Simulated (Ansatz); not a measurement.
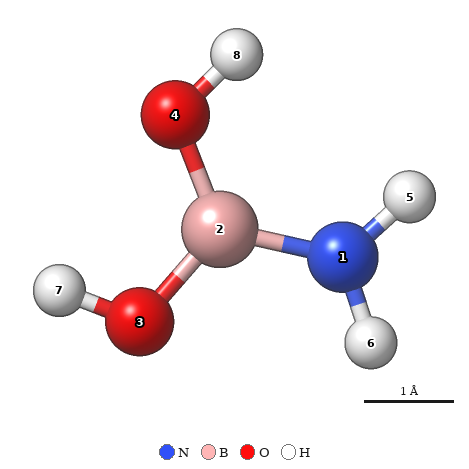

**Figure 1.** The input geometry (ball-and-stick view, seen on its broad side; atoms are numbered from 1 in the order of the input).

Nudged elastic band of BNH$_{4}$O$_{2}$

BNH$_{4}$O$_{2}$, computed with RKS PBE-D4/def2-SVP (Ansatz 0.2.0).

One setting was made poor on purpose. It belongs to a series of runs on one base structure; here: band between the two ends. Figures and captions count atoms from 1; the log counts them from 0 in places.

## Input file
```yaml
crystal:
  periodic: [false, false, false]
  atoms:
    - { symbol: "N", position_ang: [-0.652376, 0.9513, 0.053741] }
    - { symbol: B, position_ang: [0.24875, -0.145869, -0.049739] }
    - { symbol: O, position_ang: [1.559152, 0.11481, -0.401362] }
    - { symbol: O, position_ang: [-0.107383, -1.467892, 0.183493] }
    - { symbol: H, position_ang: [-1.639118, 0.878338, 0.28621] }
    - { symbol: H, position_ang: [-0.341039, 1.90235, -0.133617] }
    - { symbol: H, position_ang: [2.063332, -0.716383, -0.42831] }
    - { symbol: H, position_ang: [-1.039317, -1.573956, 0.433883] }
basis:
  gaussian: { orbitals: def2-SVP }
hamiltonian:
  xc: pbe
  dispersion: d4
neb:
  order_check: false
  images: 1
  f_tol: 0.05
  max_iterations: 60
  climbing: false
  final_atoms:
    - { symbol: "N", position_ang: [-0.01826513, 0.94200182, 0.3206736] }
    - { symbol: B, position_ang: [0.1824629, -0.5219247, -0.50976199] }
    - { symbol: O, position_ang: [0.72559384, -0.46317924, -1.64803676] }
    - { symbol: O, position_ang: [-0.35745158, -1.45584666, 0.37889494] }
    - { symbol: H, position_ang: [-1.01257269, 1.16917385, 0.47159076] }
    - { symbol: H, position_ang: [0.40812215, 1.66456743, -0.27528557] }
    - { symbol: H, position_ang: [0.44138598, 0.94071601, 1.24358917] }
    - { symbol: H, position_ang: [-0.27727446, -2.3328105, -0.03736515] }
  initial_path:
    images:
      - { positions_ang: [[-0.652376, 0.9513, 0.053741], [0.24875, -0.145869, -0.049739], [1.559152, 0.11481, -0.401362], [-0.107383, -1.467892, 0.183493], [-1.639118, 0.878338, 0.28621], [-0.341039, 1.90235, -0.133617], [2.063332, -0.716383, -0.42831], [-1.039317, -1.573956, 0.433883]] }
      - { positions_ang: [[-0.35761641, 1.00167492, -0.33423761], [0.30652252, -0.2506996, 0.01142302], [1.71239222, -0.23216499, 0.27702346], [-0.35686307, -1.49498887, 0.08155162], [-1.41308088, 0.81746333, -0.49684107], [-0.33258032, 1.69369265, 0.47408475], [1.23817822, -0.04378368, -1.08023386], [-0.70495129, -1.54849574, 1.0115287]] }
      - { positions_ang: [[-0.01826513, 0.94200182, 0.3206736], [0.1824629, -0.5219247, -0.50976199], [0.72559384, -0.46317924, -1.64803676], [-0.35745158, -1.45584666, 0.37889494], [-1.01257269, 1.16917385, 0.47159076], [0.40812215, 1.66456743, -0.27528557], [0.44138598, 0.94071601, 1.24358917], [-0.27727446, -2.3328105, -0.03736515]] }
```

Machine: 1 thread of Intel Xeon (Emerald Rapids), 192 GiB of memory available, shared host.

Launched with:
```bash
ansatz run input.yaml --threads 1 --pin off --max-ram 2048MiB --backend cpu --events-out ev --progress --plain --runs-dir out
```

## Output
```
Engine: ansatz 0.2.0, x86_64-unknown-linux-gnu
Functional definition: PBE
  parameter kappa = 0.804
  parameter beta = 0.06672455060314922
  exchange = pbe_x(kappa = kappa, mu = beta*pi^2/3)
  correlation = pbe_c(beta = beta)
844 factors; their error is unknown
mean field evaluation 1: about -6304.7817 eV, gradient 8.4e1 eV
mean field evaluation 2: about -6282.3995 eV, gradient 1.3e2 eV
mean field evaluation 4: about -6317.4257 eV, gradient 6.8e0 eV
mean field evaluation 8: about -6317.5114 eV, gradient 9.7e-2 eV
mean field evaluation 16: about -6317.4824 eV, gradient 3.7e-5 eV
mean field -6317.48244977 eV, -232.1631978856 hartree, gradient 3.7e-5 eV, S^2 0.000000; 0 other end points of the search recorded, 0 dependent functions left out
the calculation of the forces begins
reference -6317.48247946 eV, -232.1631989766 hartree; 16, 16 occupied and 60, 60 virtual orbitals, 844 factors
844 factors; their error is unknown
mean field evaluation 32: about -6316.3669 eV, gradient 6.5e-4 eV
mean field -6316.36685408 eV, -232.1222005003 hartree, gradient 4.5e-5 eV, S^2 0.000000; 0 other end points of the search recorded, 0 dependent functions left out
[... from here on the field's lines of each further geometry are left out, up to the last ...]
NEB iter   1: max|band force component| = 5.130e0 eV/Å  barrier→ = 3.7425 eV  barrier← = 2.6290 eV  Δτ_max = 0.1088 Å  (79 SCF iters)
NEB iter   2: max|band force component| = 5.690e0 eV/Å  barrier→ = 3.1288 eV  barrier← = 2.0153 eV  Δτ_max = 0.0706 Å  (35 SCF iters)
NEB iter   3: max|band force component| = 5.465e0 eV/Å  barrier→ = 2.8602 eV  barrier← = 1.7467 eV  Δτ_max = 0.1869 Å  (28 SCF iters)
NEB iter   4: max|band force component| = 4.560e0 eV/Å  barrier→ = 2.5784 eV  barrier← = 1.4649 eV  Δτ_max = 0.2000 Å  (35 SCF iters)
NEB iter   5: max|band force component| = 3.044e0 eV/Å  barrier→ = 1.9806 eV  barrier← = 0.8671 eV  Δτ_max = 0.1998 Å  (34 SCF iters)
NEB iter   6: max|band force component| = 3.303e0 eV/Å  barrier→ = 1.5989 eV  barrier← = 0.4854 eV  Δτ_max = 0.1971 Å  (33 SCF iters)
NEB iter   7: max|band force component| = 1.393e0 eV/Å  barrier→ = 1.3280 eV  barrier← = 0.2145 eV  Δτ_max = 0.1944 Å  (34 SCF iters)
NEB iter   8: max|band force component| = 5.435e0 eV/Å  barrier→ = 2.3169 eV  barrier← = 1.2034 eV  Δτ_max = 0.0976 Å  (34 SCF iters)
NEB iter   9: max|band force component| = 1.174e0 eV/Å  barrier→ = 1.4436 eV  barrier← = 0.3301 eV  Δτ_max = 0.1904 Å  (35 SCF iters)
NEB iter  10: max|band force component| = 1.105e0 eV/Å  barrier→ = 1.2907 eV  barrier← = 0.1773 eV  Δτ_max = 0.1955 Å  (33 SCF iters)
NEB iter  11: max|band force component| = 1.269e0 eV/Å  barrier→ = 1.1135 eV  barrier← = 0.0000 eV  Δτ_max = 0.0995 Å  (32 SCF iters)
NEB iter  12: max|band force component| = 1.665e0 eV/Å  barrier→ = 1.1135 eV  barrier← = 0.0000 eV  Δτ_max = 0.0494 Å  (26 SCF iters)
NEB iter  13: max|band force component| = 9.293e-1 eV/Å  barrier→ = 1.1135 eV  barrier← = 0.0000 eV  Δτ_max = 0.0492 Å  (26 SCF iters)
NEB iter  14: max|band force component| = 6.928e-1 eV/Å  barrier→ = 1.1135 eV  barrier← = 0.0000 eV  Δτ_max = 0.0998 Å  (29 SCF iters)
NEB iter  15: max|band force component| = 6.081e-1 eV/Å  barrier→ = 1.1135 eV  barrier← = 0.0000 eV  Δτ_max = 0.1942 Å  (27 SCF iters)
NEB iter  16: max|band force component| = 4.058e-1 eV/Å  barrier→ = 1.1135 eV  barrier← = 0.0000 eV  Δτ_max = 0.1939 Å  (32 SCF iters)
NEB iter  17: max|band force component| = 5.574e-1 eV/Å  barrier→ = 1.1135 eV  barrier← = 0.0000 eV  Δτ_max = 0.0461 Å  (33 SCF iters)
NEB iter  18: max|band force component| = 3.980e-1 eV/Å  barrier→ = 1.1135 eV  barrier← = 0.0000 eV  Δτ_max = 0.0390 Å  (28 SCF iters)
NEB iter  19: max|band force component| = 9.911e-2 eV/Å  barrier→ = 1.1135 eV  barrier← = 0.0000 eV  Δτ_max = 0.0145 Å  (27 SCF iters)
NEB iter  20: max|band force component| = 1.847e-1 eV/Å  barrier→ = 1.1135 eV  barrier← = 0.0000 eV  Δτ_max = 0.0071 Å  (27 SCF iters)
the calculation of the forces begins
reference -6316.74697564 eV, -232.1361697098 hartree; 16, 16 occupied and 60, 60 virtual orbitals, 844 factors
844 factors; their error is unknown
mean field evaluation 224: about -6316.7469 eV, gradient 1.8e-5 eV
mean field -6316.74694608 eV, -232.1361686234 hartree, gradient 2.1e-5 eV, S^2 0.000000; 1 other end points of the search recorded, 0 dependent functions left out
the calculation of the forces begins
reference -6316.74697564 eV, -232.1361697098 hartree; 16, 16 occupied and 60, 60 virtual orbitals, 844 factors
NEB iter  21: max|band force component| = 3.474e-2 eV/Å  barrier→ = 1.1135 eV  barrier← = 0.0000 eV  Δτ_max = 0.0000 Å  (54 SCF iters)
```

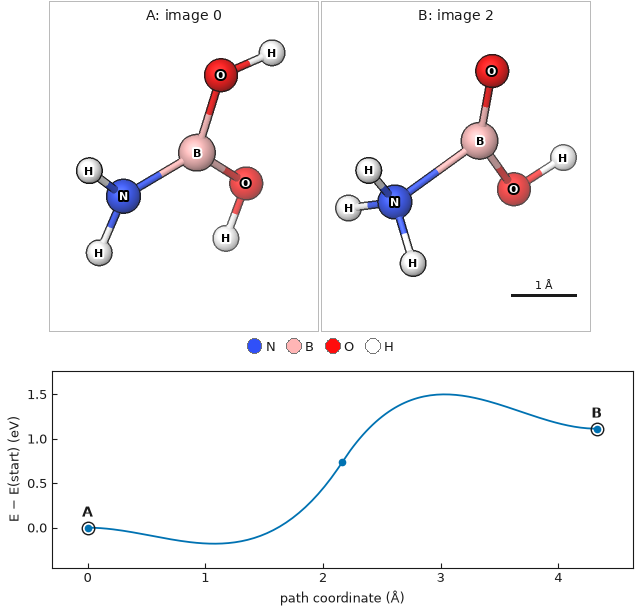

**Figure 2.** Images of the last band (counted from 0; ball-and-stick, seen at a tilt) above the energy along the path; the line is a cubic interpolation that uses the forces. No image lies above both ends; the end is 1.113 eV above the start. The path is 4.33 Å long. The band converged in 21 iterations.

```
Total energy: -6316.47132675 eV, -232.1260397999 hartree
Atom 0 at    -0.018265     0.942002     0.320674 Å, force    -0.003836     0.003480     0.002052 eV/Å
Atom 1 at     0.182463    -0.521925    -0.509762 Å, force     0.002838     0.003277    -0.009291 eV/Å
Atom 2 at     0.725594    -0.463179    -1.648037 Å, force    -0.004389    -0.001329     0.012943 eV/Å
Atom 3 at    -0.357452    -1.455847     0.378895 Å, force     0.001863    -0.002091    -0.007078 eV/Å
Atom 4 at    -1.012573     1.169174     0.471591 Å, force     0.010695    -0.000157    -0.000318 eV/Å
Atom 5 at     0.408122     1.664567    -0.275286 Å, force    -0.004297    -0.005500     0.004383 eV/Å
Atom 6 at     0.441386     0.940716     1.243589 Å, force    -0.002093     0.002567    -0.005745 eV/Å
Atom 7 at    -0.277274    -2.332810    -0.037365 Å, force    -0.000782    -0.000247     0.003055 eV/Å
Dipole moment:    -0.320500     0.704822     0.869514 e Å
this run last wrote the band of iteration 21 to [file]
```

## The last band as extended XYZ (Å, eV, eV/Å)
```
8
Properties=species:S:1:pos:R:3:forces:R:3 image=0 energy=-6317.58478
N    -0.6524    0.9513    0.0537   -0.0021  -0.0004  -0.0011
B     0.2487   -0.1459   -0.0497    0.0010  -0.0012   0.0002
O     1.5592    0.1148   -0.4014    0.0001   0.0004   0.0002
O    -0.1074   -1.4679    0.1835    0.0002   0.0002   0.0011
H    -1.6391    0.8783    0.2862    0.0021   0.0005   0.0011
H    -0.3410    1.9023   -0.1336   -0.0007   0.0007  -0.0002
H     2.0633   -0.7164   -0.4283   -0.0003  -0.0003   0.0000
H    -1.0393   -1.5740    0.4339   -0.0003   0.0000  -0.0013
8
Properties=species:S:1:pos:R:3:forces:R:3 image=1 energy=-6316.84928
N    -0.4894    0.9239   -0.3086   -0.4343  -0.0578  -0.2275
B     0.0376   -0.3831   -0.0283   -0.3956   0.2953   0.1387
O     1.4234   -0.3212   -0.0676    0.1685   0.7342   1.1119
O    -0.7061   -1.4141    0.4742   -0.2942  -0.2002  -0.3583
H    -1.4649    1.1746   -0.3917   -0.4114   0.1050   0.0335
H     0.1412    1.5165   -0.8564   -0.3995   0.0336  -0.0991
H     1.2991    0.5988    0.3490    1.6701  -0.9644  -0.5686
H    -0.1490   -2.1526    0.7738    0.0964   0.0543  -0.0305
8
Properties=species:S:1:pos:R:3:forces:R:3 image=2 energy=-6316.47130
N    -0.0183    0.9420    0.3207   -0.0038   0.0035   0.0021
B     0.1825   -0.5219   -0.5098    0.0028   0.0033  -0.0093
O     0.7256   -0.4632   -1.6480   -0.0044  -0.0013   0.0129
O    -0.3575   -1.4558    0.3789    0.0019  -0.0021  -0.0071
H    -1.0126    1.1692    0.4716    0.0107  -0.0002  -0.0003
H     0.4081    1.6646   -0.2753   -0.0043  -0.0055   0.0044
H     0.4414    0.9407    1.2436   -0.0021   0.0026  -0.0057
H    -0.2773   -2.3328   -0.0374   -0.0008  -0.0002   0.0031
```

## Key numbers

| quantity | value |
| --- | --- |
| outcome | converged |
| barrier, forward | 1.113 eV |
| barrier, backward | 0.000 eV |
| wall time | 22 s |
| peak memory | 0.15 GiB |

## Notes

A deliberately poor setting: few images. The order of the saddle point was not checked.
